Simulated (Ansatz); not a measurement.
# AlNH4 + H2O: a complex and its separated parts, part 2 of 2

Ansatz 0.2.0, Gaussian basis. The steps go on from the part before.

### 13 CAM-B3LYP-D4/def2-TZVPP

The inputs:

parta/in.yaml

```yaml
crystal:
  periodic: [false, false, false]
  atoms:
    - {symbol: Al, position_ang: [-0.418715, -0.583933, 0.734177]}
    - {symbol: N, position_ang: [-0.719134, 1.099527, 0.292253]}
    - {symbol: H, position_ang: [-1.411514, -1.684107, 0.176322]}
    - {symbol: H, position_ang: [0.825808, -0.894958, 1.662449]}
    - {symbol: H, position_ang: [-0.156374, 1.881488, 0.586119]}
    - {symbol: H, position_ang: [-1.477855, 1.415599, -0.289952]}
basis:
  gaussian: {orbitals: def2-TZVPP}
hamiltonian: {xc: {name: CAM-B3LYP}, dispersion: d4}
```

partb/in.yaml

```yaml
crystal:
  periodic: [false, false, false]
  atoms:
    - {symbol: H, position_ang: [0.710767, 0.252346, -1.157096]}
    - {symbol: O, position_ang: [0.851824, -0.693177, -1.074358]}
    - {symbol: H, position_ang: [1.795194, -0.792885, -0.929913]}
basis:
  gaussian: {orbitals: def2-TZVPP}
hamiltonian: {xc: {name: CAM-B3LYP}, dispersion: d4}
```

The same command starts each run, in its folder.

The run is started by

```sh
$ ansatz run in.yaml --threads 2 --pin off --events-out ev --progress --plain --max-ram 4352MiB
```

parta printed, shortened:

```text
Functional definition: CAM-B3LYP
  name "CAM-B3LYP"
  cite "Yanai, Tew & Handy, Chem. Phys. Lett. 393, 51 (2004) doi:10.1016/j.cplett.2004.06.011"
  cite "Iikura, Tsuneda, Yanai & Hirao, J. Chem. Phys. 115, 3540 (2001) doi:10.1063/1.1383587"
  cite "Becke, Phys. Rev. A 38, 3098 (1988) doi:10.1103/PhysRevA.38.3098"
  cite "Lee, Yang & Parr, Phys. Rev. B 37, 785 (1988) doi:10.1103/PhysRevB.37.785"
[...]
  # Exact exchange under (alpha + beta erf(omega r))/r, Becke's under what is left of 1/r.
[...]
679 factors; their error is unknown
195 factors; integrals over basis functions are off by at most 1.5e-5 eV
[...]
mean field -8153.14895337 eV, -299.6226976333 hartree, gradient 1.9e-5 eV, S^2 0.000000; 0 other end points of the search recorded, 0 dependent functions left out
reference -8153.14906871 eV, -299.6227018721 hartree; 12, 12 occupied and 117, 117 virtual orbitals, 679 factors
Total energy: -8153.20225344 eV, -299.6246563749 hartree
```

Log of partb, shortened:

```text
[... 6 set-up lines as earlier in the session ...]
[...]
  # Exact exchange under (alpha + beta erf(omega r))/r, Becke's under what is left of 1/r.
[...]
269 factors; their error is unknown
72 factors; integrals over basis functions are off by at most 1.6e-5 eV
[...]
mean field -2079.99968912 eV, -76.4385787006 hartree, gradient 1.1e-5 eV, S^2 0.000000; 0 other end points of the search recorded, 0 dependent functions left out
reference -2079.99975654 eV, -76.4385811785 hartree; 5, 5 occupied and 54, 54 virtual orbitals, 269 factors
Total energy: -2080.00382239 eV, -76.4387305957 hartree
```

Wall times: 1.2 s (parta), 0.3 s (partb) on 2 threads of Arm Neoverse V2, shared host.

### 14 wB97X-V/def2-TZVPP

The same edit goes into each in.yaml of step 13 (parta, partb):

```diff
-hamiltonian: {xc: {name: CAM-B3LYP}, dispersion: d4}
+hamiltonian: {xc: {name: wB97X-V}}
```

Each run has its own folder and the same command.

The run is started by

```sh
$ ansatz run in.yaml --threads 2 --pin off --events-out ev --progress --plain --max-ram 4352MiB
```

Output in parta, shortened:

```text
Functional definition: wB97X-V
  name "wB97X-V"
  cite "Mardirossian & Head-Gordon, Phys. Chem. Chem. Phys. 16, 9904 (2014) doi:10.1039/C3CP54374A"
[... 2 set-up lines as earlier in the session ...]
[...]
      + integral(e_c_pw_opposite_spin*poly(b97_u_opposite, cos0, cos1)) + vv10(b, c)
679 factors; their error is unknown
177 factors; integrals over basis functions are off by at most 1.4e-5 eV
[...]
mean field -8152.03338572 eV, -299.5817012785 hartree, gradient 2.3e-5 eV, S^2 0.000000; 0 other end points of the search recorded, 0 dependent functions left out
reference -8152.03338376 eV, -299.5817012065 hartree; 12, 12 occupied and 117, 117 virtual orbitals, 679 factors
Total energy: -8152.03338376 eV, -299.5817012065 hartree
```

Log of partb, shortened:

```text
[... 5 set-up lines as earlier in the session ...]
[...]
      + integral(e_c_pw_opposite_spin*poly(b97_u_opposite, cos0, cos1)) + vv10(b, c)
269 factors; their error is unknown
69 factors; integrals over basis functions are off by at most 2.2e-5 eV
[...]
mean field -2079.88766954 eV, -76.4344620572 hartree, gradient 2.2e-5 eV, S^2 0.000000; 0 other end points of the search recorded, 0 dependent functions left out
reference -2079.88766865 eV, -76.4344620242 hartree; 5, 5 occupied and 54, 54 virtual orbitals, 269 factors
Total energy: -2079.88766865 eV, -76.4344620242 hartree
```

Wall times: 3.3 s (parta), 0.6 s (partb) on 2 threads of Arm Neoverse V2, shared host.

### 15 wB97M-V/def2-TZVPP

Each input of step 14 (parta, partb) changes in the same lines:

```diff
-hamiltonian: {xc: {name: wB97X-V}}
+hamiltonian: {xc: {name: wB97M-V}}
```

The same command starts each run, in its folder.

The run is started by

```sh
$ ansatz run in.yaml --threads 2 --pin off --events-out ev --progress --plain --max-ram 4352MiB
```

Log of parta, shortened:

```text
Functional definition: wB97M-V
  name "wB97M-V"
  cite "Mardirossian & Head-Gordon, J. Chem. Phys. 144, 214110 (2016) doi:10.1063/1.4952647"
[... 2 set-up lines as earlier in the session ...]
  # Of w^i u^j: cxij and so on, Table III.
[...]
  gx(w, u) = 1 - cx + cx01*u + cx10*w
[...]
      + integral(e_c_pw_mod_opposite_spin*gos(b97_w_opposite, b97_u_opposite)) + vv10(b, c)
663 factors; their error is unknown
177 factors; integrals over basis functions are off by at most 1.4e-5 eV
[...]
mean field -8152.31264175 eV, -299.5919637482 hartree, gradient 1.6e-5 eV, S^2 0.000000; 0 other end points of the search recorded, 0 dependent functions left out
reference -8152.31268933 eV, -299.5919654969 hartree; 12, 12 occupied and 117, 117 virtual orbitals, 663 factors
Total energy: -8152.31268933 eV, -299.5919654969 hartree
```

Output in partb, shortened:

```text
[... 5 set-up lines as earlier in the session ...]
  # Of w^i u^j: cxij and so on, Table III.
[...]
  gx(w, u) = 1 - cx + cx01*u + cx10*w
[...]
      + integral(e_c_pw_mod_opposite_spin*gos(b97_w_opposite, b97_u_opposite)) + vv10(b, c)
269 factors; their error is unknown
69 factors; integrals over basis functions are off by at most 2.2e-5 eV
[...]
mean field -2079.85937881 eV, -76.4334223921 hartree, gradient 2.9e-5 eV, S^2 0.000000; 0 other end points of the search recorded, 0 dependent functions left out
reference -2079.85940082 eV, -76.4334232009 hartree; 5, 5 occupied and 54, 54 virtual orbitals, 269 factors
Total energy: -2079.85940082 eV, -76.4334232009 hartree
```

Wall times: 3.6 s (parta), 0.6 s (partb) on 2 threads of Arm Neoverse V2, shared host.

### 16 B2PLYP/def2-TZVPP

The same edit goes into each in.yaml of step 15 (parta, partb):

```diff
-hamiltonian: {xc: {name: wB97M-V}}
+hamiltonian: {xc: {name: B2PLYP}}
```

Each run has its own folder and the same command.

The run is started by

```sh
$ ansatz run in.yaml --threads 2 --pin off --events-out ev --progress --plain --max-ram 4352MiB
```

Log of parta, shortened:

```text
Functional definition: B2PLYP
  name "B2PLYP"
  cite "Grimme, J. Chem. Phys. 124, 034108 (2006) doi:10.1063/1.2148954"
[... 2 set-up lines as earlier in the session ...]
[...]
747 factors; integrals over basis functions are off by at most 1.3e-3 eV
[...]
mean field -8146.49972534 eV, -299.3783430103 hartree, gradient 3.6e-6 eV, S^2 0.000000; 0 other end points of the search recorded, 0 dependent functions left out
6 core orbitals not correlated: weight in the atoms' cores, before any rotation towards them, 1.000 or more for the frozen orbitals, at most 0.000 for the correlated occupied ones
reference -8146.49987549 eV, -299.3783485281 hartree; 6, 6 occupied and 117, 117 virtual orbitals, 747 factors
second order -10.09399245 eV of doubles, -0.00000000 eV of singles
Total energy: -8149.22525345 eV, -299.4785043209 hartree
```

Log of partb, shortened:

```text
[... 5 set-up lines as earlier in the session ...]
[...]
361 factors; integrals over basis functions are off by at most 7.6e-4 eV
[...]
mean field -2077.03830142 eV, -76.3297497100 hartree, gradient 8.4e-7 eV, S^2 0.000000; 0 other end points of the search recorded, 0 dependent functions left out
1 core orbitals not correlated: weight in the atoms' cores, before any rotation towards them, 1.000 or more for the frozen orbitals, at most 0.000 for the correlated occupied ones
reference -2077.03838644 eV, -76.3297528345 hartree; 4, 4 occupied and 54, 54 virtual orbitals, 361 factors
second order -8.41862497 eV of doubles, -0.00000000 eV of singles
Total energy: -2079.31141518 eV, -76.4132851000 hartree
```

They took 1.7 s (parta), 0.35 s (partb) on 2 threads of Arm Neoverse V2, shared host.

### 17 PBE-QIDH/def2-TZVPP

The same edit goes into each in.yaml of step 16 (parta, partb):

```diff
-hamiltonian: {xc: {name: B2PLYP}}
+hamiltonian: {xc: {name: PBE-QIDH}}
```

Each run has its own folder and the same command.

The run is started by

```sh
$ ansatz run in.yaml --threads 2 --pin off --events-out ev --progress --plain --max-ram 4352MiB
```

Log of parta, shortened:

```text
Functional definition: PBE-QIDH
  name "PBE-QIDH"
  cite "Brémond, Sancho-García, Pérez-Jiménez & Adamo, J. Chem. Phys. 141, 031101 (2014) doi:10.1063/1.4890314"
[... 1 set-up line as earlier in the session ...]
[...]
747 factors; integrals over basis functions are off by at most 1.3e-3 eV
[...]
mean field -8142.92346734 eV, -299.2469179531 hartree, gradient 4.8e-6 eV, S^2 0.000000; 0 other end points of the search recorded, 0 dependent functions left out
6 core orbitals not correlated: weight in the atoms' cores, before any rotation towards them, 1.000 or more for the frozen orbitals, at most 0.000 for the correlated occupied ones
reference -8142.92347977 eV, -299.2469184098 hartree; 6, 6 occupied and 117, 117 virtual orbitals, 747 factors
second order -9.35309366 eV of doubles, -0.00000000 eV of singles
Total energy: -8146.04117766 eV, -299.3614916938 hartree
```

partb printed, shortened:

```text
[... 4 set-up lines as earlier in the session ...]
[...]
361 factors; integrals over basis functions are off by at most 7.6e-4 eV
[...]
mean field -2075.58438837 eV, -76.2763193910 hartree, gradient 2.2e-6 eV, S^2 0.000000; 0 other end points of the search recorded, 0 dependent functions left out
1 core orbitals not correlated: weight in the atoms' cores, before any rotation towards them, 1.000 or more for the frozen orbitals, at most 0.000 for the correlated occupied ones
reference -2075.58439386 eV, -76.2763195928 hartree; 4, 4 occupied and 54, 54 virtual orbitals, 361 factors
second order -7.85890770 eV of doubles, -0.00000000 eV of singles
Total energy: -2078.20402976 eV, -76.3725894364 hartree
```

Wall times: 1.7 s (parta), 0.35 s (partb) on 2 threads of Arm Neoverse V2, shared host.

### 18 RPA on PBE/def2-TZVPP

Each input of step 17 (parta, partb) changes in the same lines:

```diff
-hamiltonian: {xc: {name: PBE-QIDH}}
+hamiltonian: {xc: pbe}
+correlation: {method: rpa}
```

The same command starts each run, in its folder.

The run is started by

```sh
$ ansatz run in.yaml --threads 2 --pin off --events-out ev --progress --plain --max-ram 4352MiB
```

Log of parta, shortened:

```text
[... 4 set-up lines as earlier in the session ...]
[...]
747 factors; integrals over basis functions are off by at most 1.3e-3 eV
[...]
mean field -8147.79443697 eV, -299.4259227851 hartree, gradient 5.0e-6 eV, S^2 0.000000; 0 other end points of the search recorded, 0 dependent functions left out
6 core orbitals not correlated: weight in the atoms' cores, before any rotation towards them, 1.000 or more for the frozen orbitals, at most 0.000 for the correlated occupied ones
reference -8128.86118463 eV, -298.7301385950 hartree; 6, 6 occupied and 117, 117 virtual orbitals, 747 factors
Total energy: -8143.51130721 eV, -299.2685206699 hartree
```

Output in partb, shortened:

```text
[... 4 set-up lines as earlier in the session ...]
[...]
361 factors; integrals over basis functions are off by at most 7.6e-4 eV
[...]
mean field -2078.40752667 eV, -76.3800678101 hartree, gradient 2.1e-6 eV, S^2 0.000000; 0 other end points of the search recorded, 0 dependent functions left out
1 core orbitals not correlated: weight in the atoms' cores, before any rotation towards them, 1.000 or more for the frozen orbitals, at most 0.000 for the correlated occupied ones
reference -2069.53702466 eV, -76.0540828737 hartree; 4, 4 occupied and 54, 54 virtual orbitals, 361 factors
Total energy: -2080.48257110 eV, -76.4563242861 hartree
```

They took 2 s (parta), 0.4 s (partb) on 2 threads of Arm Neoverse V2, shared host.

### 19 CCSD(T)/def2-TZVPP

Each input of step 18 (parta, partb) changes in the same lines:

```diff
-hamiltonian: {xc: pbe}
-correlation: {method: rpa}
+correlation: {method: ccsd_t}
```

The same command starts each run, in its folder.

The run is started by

```sh
$ ansatz run in.yaml --threads 2 --pin off --events-out ev --progress --plain --max-ram 4352MiB
```

parta printed, shortened:

```text
Functional definition: HF
  name "HF"
  cite "Fock, Z. Phys. 61, 126 (1930) doi:10.1007/BF01340294"
[... 1 set-up line as earlier in the session ...]
[...]
747 factors; integrals over basis functions are off by at most 1.3e-3 eV
[...]
mean field -8129.52638079 eV, -298.7545841030 hartree, gradient 2.5e-6 eV, S^2 0.000000; 0 other end points of the search recorded, 0 dependent functions left out
6 core orbitals not correlated: weight in the atoms' cores, before any rotation towards them, 1.000 or more for the frozen orbitals, at most 0.000 for the correlated occupied ones
reference -8129.52638079 eV, -298.7545841030 hartree; 6, 6 occupied and 117, 117 virtual orbitals, 747 factors
second order -8.32807089 eV of doubles, -0.00000000 eV of singles
cycle   1  -8.70016215 eV  change   -3.7e-1 eV  update   6.4e-2
[...]
cycle   9  -8.98866985 eV  change    7.2e-7 eV  update   1.0e-5
perturbative correction -0.28642378 eV, -0.0105258797 hartree
Total energy: -8138.80147442 eV, -299.0954375070 hartree
```

Log of partb, shortened:

```text
[... 4 set-up lines as earlier in the session ...]
[...]
361 factors; integrals over basis functions are off by at most 7.6e-4 eV
[...]
mean field -2069.76246093 eV, -76.0623675037 hartree, gradient 3.6e-6 eV, S^2 0.000000; 0 other end points of the search recorded, 0 dependent functions left out
1 core orbitals not correlated: weight in the atoms' cores, before any rotation towards them, 1.000 or more for the frozen orbitals, at most 0.000 for the correlated occupied ones
reference -2069.76246093 eV, -76.0623675037 hartree; 4, 4 occupied and 54, 54 virtual orbitals, 361 factors
second order -7.10550280 eV of doubles, -0.00000000 eV of singles
cycle   1  -7.11158155 eV  change   -6.1e-3 eV  update   4.1e-2
[...]
cycle   8  -7.26602724 eV  change    3.5e-6 eV  update   7.2e-6
perturbative correction -0.20739577 eV, -0.0076216538 hartree
Total energy: -2077.23588393 eV, -76.3370107335 hartree
```

Times: 4.4 s (parta), 0.3 s (partb) on 2 threads of Arm Neoverse V2, shared host; peak memory 0.59 GiB.

### 20 Vibrations of AlNH4

File vib-parta/in.yaml:

```yaml
crystal:
  periodic: [false, false, false]
  atoms:
    - {symbol: Al, position_ang: [-0.418715, -0.583933, 0.734177]}
    - {symbol: N, position_ang: [-0.719134, 1.099527, 0.292253]}
    - {symbol: H, position_ang: [-1.411514, -1.684107, 0.176322]}
    - {symbol: H, position_ang: [0.825808, -0.894958, 1.662449]}
    - {symbol: H, position_ang: [-0.156374, 1.881488, 0.586119]}
    - {symbol: H, position_ang: [-1.477855, 1.415599, -0.289952]}
basis:
  gaussian: {orbitals: def2-TZVP}
hamiltonian: {xc: pbe0, dispersion: d4}
phonons: {temperatures: {t_min: 298.15, t_max: 900, t_step: 200}}
```

The run is started by

```sh
$ ansatz run in.yaml --threads 2 --pin off --events-out ev --progress --plain --max-ram 4352MiB
```

What it wrote, shortened:

```text
[... 5 set-up lines as earlier in the session ...]
[...]
610 factors; their error is unknown
[...]
mean field -8148.53678587 eV, -299.4532036040 hartree, gradient 1.1e-5 eV, S^2 0.000000; 0 other end points of the search recorded, 0 dependent functions left out
[...]
Atom 3 at     0.825808    -0.894958     1.662449 Å, force    -0.000192     0.000057    -0.000508 eV/Å
Atom 4 at    -0.156374     1.881488     0.586119 Å, force    -0.000615    -0.000393     0.000224 eV/Å
Atom 5 at    -1.477855     1.415599    -0.289952 Å, force     0.000729    -0.000190    -0.000019 eV/Å
Dipole moment:    -0.045569     0.255613    -0.067103 e Å
Vibrations: 423.28 442.70 494.25 606.34 735.37 752.14 833.87 1568.30 1934.95 1939.74 3606.80 3697.90 cm⁻¹, zero-point energy 1.056074 eV
```

It took 22 s on 2 threads of Arm Neoverse V2, shared host.

The modes, with what each moves most:

| mode | wavenumber (cm⁻¹) | character |
| --- | --- | --- |
| 1 | 423 | bend |
| 2 | 443 | torsion with out-of-plane bend |
| 3 | 494 | torsion |
| 4 | 606 | torsion with out-of-plane bend |
| 5 | 735 | bend |
| 6 | 752 | bend |
| 7 | 834 | Al–N stretch |
| 8 | 1568 | bend |
| 9 | 1935 | Al–H stretch |
| 10 | 1940 | Al–H stretch |
| 11 | 3607 | N–H stretch |
| 12 | 3698 | N–H stretch |

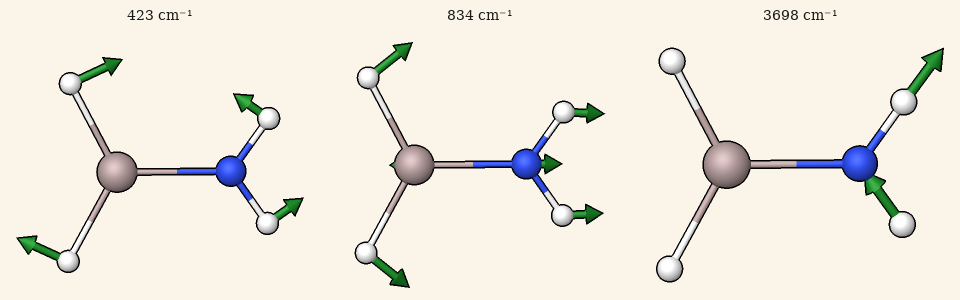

Displacements of 3 modes, as arrows.

Vibrational sums (real modes only):

| T (K) | entropy (J/mol/K) | heat capacity (J/mol/K) |
| --- | --- | --- |
| 298 | 14.7 | 30.4 |
| 498 | 35.1 | 48.7 |
| 698 | 53.5 | 60.1 |
| 898 | 69.6 | 68.1 |

### 21 Vibrations of H2O

File vib-partb/in.yaml:

```yaml
crystal:
  periodic: [false, false, false]
  atoms:
    - {symbol: H, position_ang: [0.710767, 0.252346, -1.157096]}
    - {symbol: O, position_ang: [0.851824, -0.693177, -1.074358]}
    - {symbol: H, position_ang: [1.795194, -0.792885, -0.929913]}
basis:
  gaussian: {orbitals: def2-TZVP}
hamiltonian: {xc: pbe0, dispersion: d4}
phonons: {temperatures: {t_min: 298.15, t_max: 900, t_step: 200}}
```

The run is started by

```sh
$ ansatz run in.yaml --threads 2 --pin off --events-out ev --progress --plain --max-ram 4352MiB
```

What it wrote, shortened:

```text
[... 5 set-up lines as earlier in the session ...]
[...]
239 factors; their error is unknown
[...]
mean field -2078.33307686 eV, -76.3773318297 hartree, gradient 1.2e-5 eV, S^2 0.000000; 0 other end points of the search recorded, 0 dependent functions left out
[...]
Total energy: -2078.33734657 eV, -76.3774887388 hartree
Atom 0 at     0.710767     0.252346    -1.157096 Å, force     0.000540     0.000863     0.000022 eV/Å
Atom 1 at     0.851824    -0.693177    -1.074358 Å, force    -0.001371    -0.001445    -0.000105 eV/Å
Atom 2 at     1.795194    -0.792885    -0.929913 Å, force     0.000831     0.000583     0.000083 eV/Å
Dipole moment:     0.295851     0.311891     0.022754 e Å
Vibrations: 1622.77 3851.83 3959.63 cm⁻¹, zero-point energy 0.584848 eV
```

It took 0.96 s on 2 threads of Arm Neoverse V2, shared host.

The modes, with what each moves most:

| mode | wavenumber (cm⁻¹) | character |
| --- | --- | --- |
| 1 | 1623 | bend |
| 2 | 3852 | O–H stretch |
| 3 | 3960 | O–H stretch |

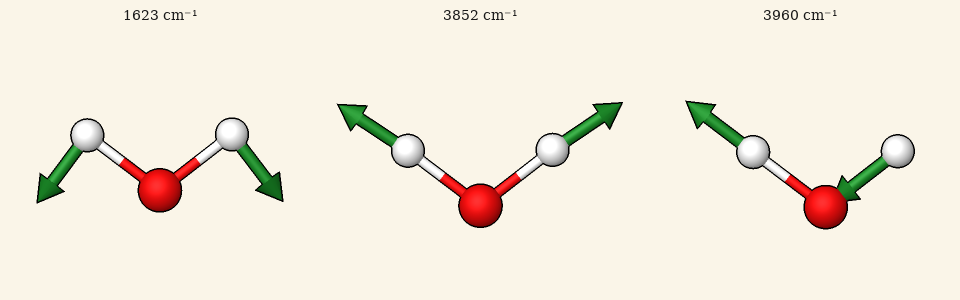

How the atoms move in 3 of the modes.

Vibrational sums (real modes only):

| T (K) | entropy (J/mol/K) | heat capacity (J/mol/K) |
| --- | --- | --- |
| 298 | 0.0 | 0.2 |
| 498 | 0.4 | 1.7 |
| 698 | 1.4 | 3.9 |
| 898 | 2.6 | 6.1 |

### 22 Complex less separated parts

The complex's own energies come from single points at the same levels.

Rows are in def2-TZVPP; times add the 3 runs of a level on a shared host, so small differences are noise.

Differences are taken before rounding.

| method | rung | complex less parts (kJ/mol) | from CCSD(T) (kJ/mol) | time |
| --- | --- | --- | --- | --- |
| SPW92 | LDA | -106.9 | -34.0 | 1.7 s |
| PBE-D4 | GGA | -77.4 | -4.6 | 2.9 s |
| BLYP-D4 | GGA | -67.5 | +5.3 | 3 s |
| r2SCAN-D4 | meta-GGA | -81.1 | -8.3 | 6.2 s |
| B97M-V | meta-GGA | -75.7 | -2.8 | 12 s |
| PBE0-D4 | hybrid | -78.4 | -5.6 | 4 s |
| B3LYP-D4 | hybrid | -70.8 | +2.1 | 4 s |
| r2SCAN0-D4 | hybrid | -81.5 | -8.7 | 7.6 s |
| BHLYP-D4 | hybrid | -73.9 | -1.0 | 4.1 s |
| CAM-B3LYP-D4 | range-separated hybrid | -76.1 | -3.3 | 4.3 s |
| wB97X-V | range-separated hybrid | -75.8 | -2.9 | 11 s |
| wB97M-V | range-separated hybrid | -77.0 | -4.2 | 12 s |
| B2PLYP | double hybrid | -68.0 | +4.9 | 6.2 s |
| PBE-QIDH | double hybrid | -77.4 | -4.6 | 6.6 s |
| RPA on PBE | RPA | -66.0 | +6.8 | 6.9 s |
| Hartree-Fock | wavefunction | -51.2 | +21.6 |  |
| MP2 | wavefunction | -74.2 | -1.4 |  |
| CCSD | wavefunction | -69.2 | +3.7 |  |
| CCSD(T) | wavefunction | -72.9 | 0 | 46 s |

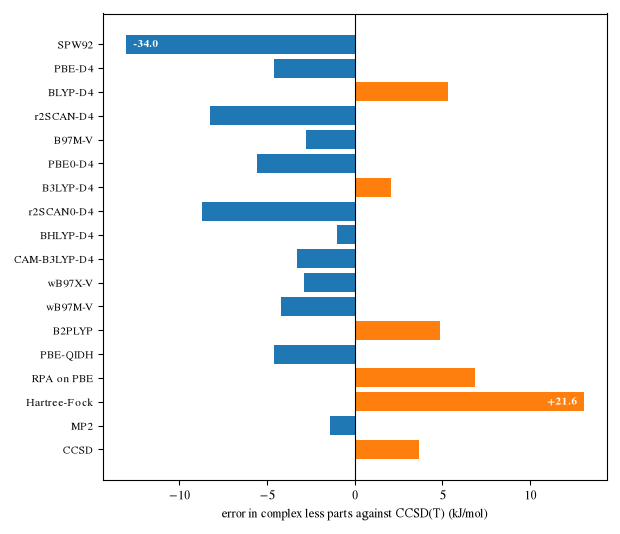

How far each level lands from CCSD(T). Bars with a number in them are cut short.

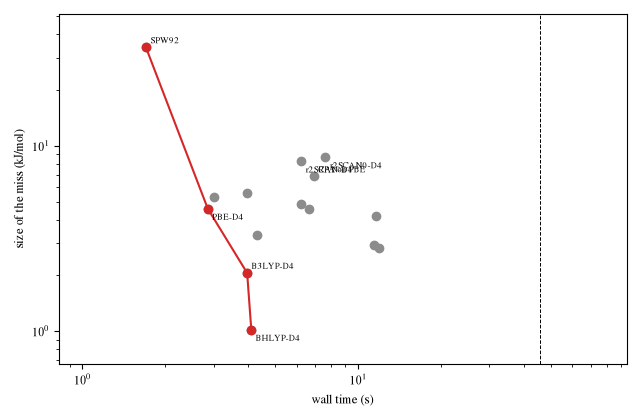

Miss against cost. Red marks the levels that no quicker level drawn beats (of those quicker than the yardstick), and the dashed line is the time of CCSD(T). Only those levels and the largest misses are named. Times are from a shared host.

For cost: BHLYP-D4 gets within 1.0 kJ/mol in 4.1 s, where CCSD(T) took 46 s; the quickest level in the cost chart, SPW92, takes 1.7 s and misses by 34.0 kJ/mol.

The complex's zero-point energy, from a separate PBE0-D4 run, is 1.764 eV.

### 23 Results

What follows sums up all 2 parts.

```
                              quantity         value
complex less parts, CCSD(T)/def2-TZVPP  -72.9 kJ/mol
                with zero-point energy  -60.9 kJ/mol
                 largest T1 diagnostic         0.011
```

**Reading.** At CCSD(T) the complex lies 72.9 kJ/mol below its parts. BHLYP-D4 is the best functional here (-1.0 kJ/mol from CCSD(T)); SPW92 is the worst (-34.0 kJ/mol). By rung, the mean size of the error is: LDA 34.0, GGA 5.0, meta-GGA 5.5, hybrid 4.3, range-separated hybrid 3.5, double hybrid 4.7 kJ/mol. PBE-D4 gives a relative energy 4.6 kJ/mol too low, outside chemical accuracy (1 kcal/mol, 4.2 kJ/mol). No counterpoise was applied, and triple zeta lacks some correlation, so the CCSD(T) reference has a basis error of its own, and close matches with it are partly luck.
